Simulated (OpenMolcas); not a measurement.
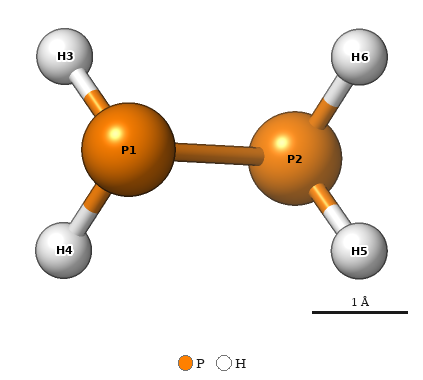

*The structure as given in the input (ball-and-stick view, seen at a tilt; atoms are numbered from 1 in the order of the input).*

Single-point calculation, with input and output: P2H4

System: P2H4, SMILES PP.
Method: HF/ANO-R1, RHF, sfX2C (OpenMolcas 26.06).

The geometry comes from this level: PBE0-D4/def2-TZVP.

### Input file
```
&GATEWAY
Coord
6
bohr
P      0.68993901    -1.98194476    -0.15552446
P     -0.69012798     1.98251168     0.14758761
H     -0.93919388    -2.87540727     1.78579119
H     -1.08111232    -2.63219952    -2.06906113
H      0.95015430     2.88107645    -1.78182276
H      1.07034088     2.62596342     2.07302956
Basis = ANO-R1
Group = NoSym
RX2C
&SEWARD
Expert
&SCF
PrOrbitals = 0
```

Command:
```bash
export MOLCAS_MEM=1860
pymolcas job.inp > job.log
```

### The program's output
```
--- Start Module: gateway ---

                                              &GATEWAY

                       available to each process: 1.9 GB of memory, 1 thread

++    Symmetry information:
      ---------------------

                    Character Table for C1

                             E
                    a        1  x, y, xy, Rz, z, xz, Ry, yz, Rx, I
--

++    Basis set information:
      ----------------------

      Basis set label: P.ANO-R...4S3P1D.

      Electronic valence basis set:
      ------------------
      Associated Effective Charge  15.000000 au
      Associated Actual Charge     15.000000 au
      Nuclear Model: Finite nucleus - Gaussian distribution
        Gaussian exponent, Xi/bohr**(-2):  4.11175E+08

      Shell  nPrim  nBasis  Cartesian Spherical Contaminant
         s      16       4        X
         p      11       3        X
         d       7       1                 X

      Basis set label: H.ANO-R...2S1P.

      Electronic valence basis set:
      ------------------
      Associated Effective Charge   1.000000 au
      Associated Actual Charge      1.000000 au
      Nuclear Model: Finite nucleus - Gaussian distribution
        Gaussian exponent, Xi/bohr**(-2):  2.12482E+09

      Shell  nPrim  nBasis  Cartesian Spherical Contaminant
         s       7       2        X
         p       4       1        X
--

++    Molecular structure info:
      -------------------------

                    ************************************************
                    **** Cartesian Coordinates / bohr, angstrom ****
                    ************************************************

     Center  Label                x              y              z                     x              y              z
        1      P1               0.689939      -1.981945      -0.155524              0.365100      -1.048800      -0.082300
        2      P2              -0.690128       1.982512       0.147588             -0.365200       1.049100       0.078100
        3      H3              -0.939194      -2.875407       1.785791             -0.497000      -1.521600       0.945000
        4      H4              -1.081112      -2.632200      -2.069061             -0.572100      -1.392900      -1.094900
        5      H5               0.950154       2.881076      -1.781823              0.502800       1.524600      -0.942900
        6      H6               1.070341       2.625963       2.073030              0.566400       1.389600       1.097000

                    ***************************************
                    *    InterNuclear Distances / bohr    *
                    ***************************************

               1 P1            2 P2            3 H3            4 H4            5 H5            6 H6
    1 P1       0.000000
    2 P2       4.208726        0.000000
    3 H3       2.687202        5.132750        0.000000
    4 H4       2.687206        5.134390        3.865123        0.000000
    5 H5       5.134348        2.687112        7.030975        5.882581        0.000000
    6 H6       5.132638        2.687119        5.863942        7.030928        3.865154        0.000000

                    *******************************************
                    *    InterNuclear Distances / angstrom    *
                    *******************************************

               1 P1            2 P2            3 H3            4 H4            5 H5            6 H6
    1 P1       0.000000
    2 P2       2.227162        0.000000
    3 H3       1.422006        2.716134        0.000000
    4 H4       1.422008        2.717002        2.045335        0.000000
    5 H5       2.716980        1.421958        3.720632        3.112928        0.000000
    6 H6       2.716075        1.421962        3.103064        3.720607        2.045351        0.000000

                    **************************************
                    *    Valence Bond Angles / degree    *
                    **************************************
                          Atom centers                 Phi
                      3 H3       1 P1       4 H4        91.97
                      5 H5       2 P2       6 H6        91.98
--

            Nuclear Potential Energy             88.61905393 au

--- Stop Module: gateway /rc=_RC_ALL_IS_WELL_ ---

--- Start Module: seward ---

                                              &SEWARD

                       available to each process: 1.9 GB of memory, 1 thread

 ###############################################################################
 ###    WARNING:  EXPERT option is ON!                                       ###
 ###############################################################################
               SEWARD will generate:
                  Multipole Moment integrals up to order  2
                  Kinetic Energy integrals
                  Nuclear Attraction integrals (finite nuclei - Gaussian type)
                  One-Electron Hamiltonian integrals
                  Velocity integrals
                  Relativistic X2C integrals
                  Orbital angular momentum around ( -0.0001   0.0003  -0.0036 )
                  Velocity quadrupole around ( -0.0001   0.0003  -0.0036 )
                  Atomic mean-field integrals
                  Two-Electron Repulsion integrals

                   Integrals are discarded if absolute value <: 1.00E-14
                   Integral cutoff threshold is set to       <: 1.00E-16

            Nuclear Potential Energy             88.61905393 au

      Basis set specifications :
      Symmetry species         a
      Basis functions           56

--- Stop Module: seward /rc=_RC_ALL_IS_WELL_ ---
--- Module seward spent 3 seconds ---

--- Start Module: scf ---

                                                &SCF

                       available to each process: 1.9 GB of memory, 1 thread

++    Input section:
      --------------

      Header of the integral files:

      Cartesian coordinates in angstrom:
      -----------------------------------------------------
      No.  Label        X            Y            Z
      -----------------------------------------------------
       1   P1         0.36510000  -1.04880000  -0.08230000
       2   P2        -0.36520000   1.04910000   0.07810000
       3   H3        -0.49700000  -1.52160000   0.94500000
       4   H4        -0.57210000  -1.39290000  -1.09490000
       5   H5         0.50280000   1.52460000  -0.94290000
       6   H6         0.56640000   1.38960000   1.09700000
      -----------------------------------------------------
      Nuclear repulsion energy =   88.61905393
--

++    Orbital specifications:
      -----------------------

      Symmetry species               1
                                     a
      Frozen orbitals                0
      Occupied orbitals             17
      Secondary orbitals            39
      Deleted orbitals               0
      Total number of orbitals      56
      Number of basis functions     56
--

      Molecular charge                           0.000

++    Optimization specifications:
      ----------------------------

      SCF Algorithm: Conventional
      Minimized density differences are used
      Number of density matrices in core                 5
      Maximum number of NDDO SCF iterations            400
      Maximum number of HF SCF iterations              400
      Threshold for SCF energy change             1.00E-09
      Threshold for density matrix                1.00E-04
      Threshold for Fock matrix                   1.50E-04
      Threshold for linear dependence             1.00E-09
      Threshold at which DIIS is turned on        1.50E-01
      Maximum depth in the DIIS procedure                5
      Maximum depth in the BFGS Hessian update          30
      Threshold at which QNR/C2DIIS is turned on  7.50E-02
      Threshold for Norm(delta) (QNR/C2DIIS)      1.00E-03
      All orbitals punched on: SCFORB
--

      Input vectors read from INPORB
      Orbital file label: *Guess orbitals

++ Convergence information
                                   SCF        iterations: Energy and convergence statistics

Iter     Tot. SCF        One-elec.       Two-elec.     Energy      Max Dij or  Max Fij      DNorm      TNorm      AccCon     Time
         Energy          Energy          Energy        Change      Delta Norm                                                in Sec.
   1  -685.151040717 -1119.558877351   345.788782709   0.00E+00    2.40E-01*   3.49E-01*    8.24E+00   1.19E+02   None         0.
   2  -685.435839782 -1126.468119909   352.413226201  -2.85E-01*   6.35E-02*   3.40E-02*    1.30E+00   1.21E+02   EDIIS        0.
   3  -685.451320397 -1124.580869811   350.510495489  -1.55E-02*   2.90E-02*   1.03E-02*    4.30E-01   1.20E+02   c2DIIS       0.
   4  -685.453038696 -1125.069400675   350.997308054  -1.72E-03*   1.16E-02*   3.06E-03*    7.45E-02   1.20E+02   QNRc2DIIS    0.
   5  -685.453277028 -1124.951151918   350.878820965  -2.38E-04*   8.20E-03*   1.46E-03*    1.77E-02   1.20E+02   QNRc2DIIS    0.
   6  -685.453327610 -1124.968357720   350.895976185  -5.06E-05*   6.10E-04    1.62E-04*    4.03E-03   1.20E+02   QNRc2DIIS    0.
   7  -685.453328290 -1124.967131295   350.894749080  -6.80E-07*   3.51E-04    6.69E-05     4.94E-04   1.20E+02   QNRc2DIIS    0.
   8  -685.453328398 -1124.967287721   350.894905399  -1.07E-07*   4.44E-05    7.34E-06     1.68E-04   1.20E+02   QNRc2DIIS    0.
   9  -685.453328400 -1124.967337208   350.894954884  -2.05E-09*   4.41E-06    1.21E-06     4.12E-05   1.20E+02   QNRc2DIIS    0.
  10  -685.453328400 -1124.967336471   350.894954147  -3.09E-11    1.65E-06    3.19E-07     5.06E-04   1.20E+02   QNRc2DIIS    0.

       Convergence after  10 Iterations
--

 *****************************************************************************************************************************
 *                                             SCF/KS-DFT Program, Final results                                             *
 *                                                       Final Results                                                       *
 *****************************************************************************************************************************

::    Total SCF energy                               -685.4533283996
      One-electron energy                           -1124.9673364712
      Two-electron energy                             350.8949541466
      Nuclear repulsion energy                         88.6190539251
      Kinetic energy (interpolated)                   695.5613084940
      Virial theorem                                    0.9854678804
      Total spin, S(S+1)                                0.0000000000
      Total spin, S                                     0.0000000000
      Max non-diagonal density matrix element           0.0000016618
      Max non-diagonal Fock matrix element              0.0000002119

      No orbitals printed

++    Molecular charges:
      ------------------

      Mulliken charges per centre
      ---------------------------

                P1      P2      H3      H4      H5      H6
      Total   15.1045 15.1045  0.9477  0.9478  0.9478  0.9477

      N-E     -0.1045 -0.1045  0.0523  0.0522  0.0522  0.0523

      Total electronic charge=   34.000000

      Total            charge=   -0.000000
--

++    Static properties:
      ------------------

      LoProp Charges per center

                   P1       P2       H3       H4       H5       H6
      Nuclear     15.0000  15.0000   1.0000   1.0000   1.0000   1.0000
      Electronic -15.0715 -15.0715  -0.9643  -0.9642  -0.9642  -0.9643

      Total       -0.0715  -0.0715   0.0357   0.0358   0.0358   0.0357
--

++    Natural Bond Order analysis
      ---------------------------
      Based on LoProp computed density
      -------------------------------------------------------------------------------------
      Atom A       Atom B       Bond Order
      -------------------------------------------------------------------------------------
      NBO located      0.996 non-bonded electrons on atom P1
      NBO located      1.000 non-bonded electrons on atom P1
      NBO located      0.999 non-bonded electrons on atom P1
      NBO located      0.999 non-bonded electrons on atom P1
      NBO located      0.999 non-bonded electrons on atom P1
      NBO located      0.996 non-bonded electrons on atom P2
      NBO located      1.000 non-bonded electrons on atom P2
      NBO located      0.999 non-bonded electrons on atom P2
      NBO located      0.999 non-bonded electrons on atom P2
      NBO located      0.999 non-bonded electrons on atom P2
      The remaining    8.706 electrons are to be considered as diffuse
--

++    Molecular properties:
      ---------------------

      Charge (e):
                      =   -0.0000
      Dipole Moment (debye):
      Origin of the operator (angstrom)=   -0.0000    0.0001   -0.0019
                   X=  1.9329E-04               Y= -1.0677E-04               Z=  3.2743E-03           Total=  3.2818E-03
      Quadrupole Moment (debye*angstrom):
      Origin of the operator (angstrom)=   -0.0000    0.0001   -0.0019
                  XX= -3.2206E+01              XY=  2.7523E+00              XZ=  3.3466E-01              YY= -2.9461E+01
                  YZ= -2.1428E-01              ZZ= -2.7619E+01
      In traceless form (debye*angstrom)
                  XX= -3.6658E+00              XY=  4.1284E+00              XZ=  5.0198E-01              YY=  4.5177E-01
                  YZ= -3.2142E-01              ZZ=  3.2140E+00
--

--- Stop Module: scf /rc=_RC_ALL_IS_WELL_ ---
--- Module scf spent 1 second ---

.##################.
.# Happy landing! #.
.##################.

    Timing: Wall=4.50 User=3.91 System=0.54
```

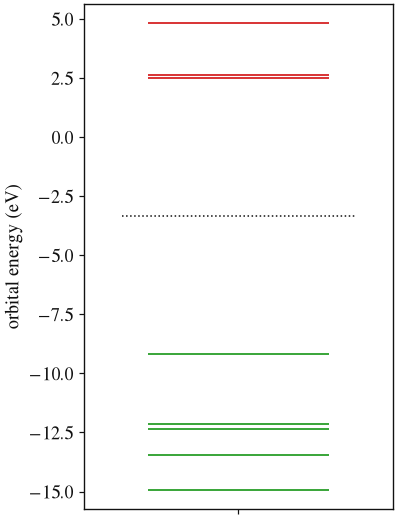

*Orbital energies near the frontier; the dotted line parts filled from empty levels, and levels within 0.02 eV of each other stand side by side.*

Highest filled −9.16 eV, lowest empty 2.48 eV, 11.64 eV apart.

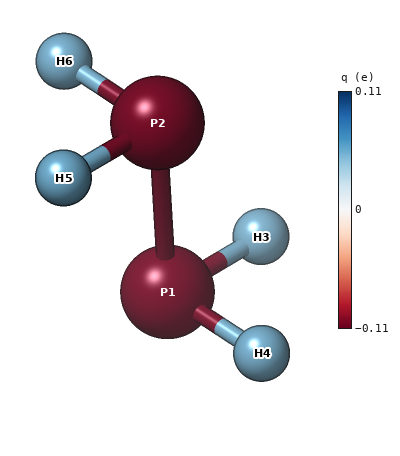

*Mulliken charges, as the colour of each atom (ball-and-stick view, seen at an oblique angle; atoms are numbered from 1 in the order of the input).*

By element: P −0.10 and H +0.05 e.

### Results in brief

```json
{"quantity": "outcome", "value": "converged"}
{"quantity": "total energy", "value": "−685.453328 hartree"}
{"quantity": "basis functions", "value": "56"}
{"quantity": "HOMO", "value": "−9.16 eV"}
{"quantity": "LUMO", "value": "2.48 eV"}
{"quantity": "dipole moment", "value": "0.00 debye"}
{"quantity": "hardware", "value": "1 thread of Intel Xeon (Sapphire Rapids), 16 GiB of memory available, shared host"}
{"quantity": "wall time", "value": "4.8 s"}
{"quantity": "peak memory", "value": "0.42 GiB"}
```
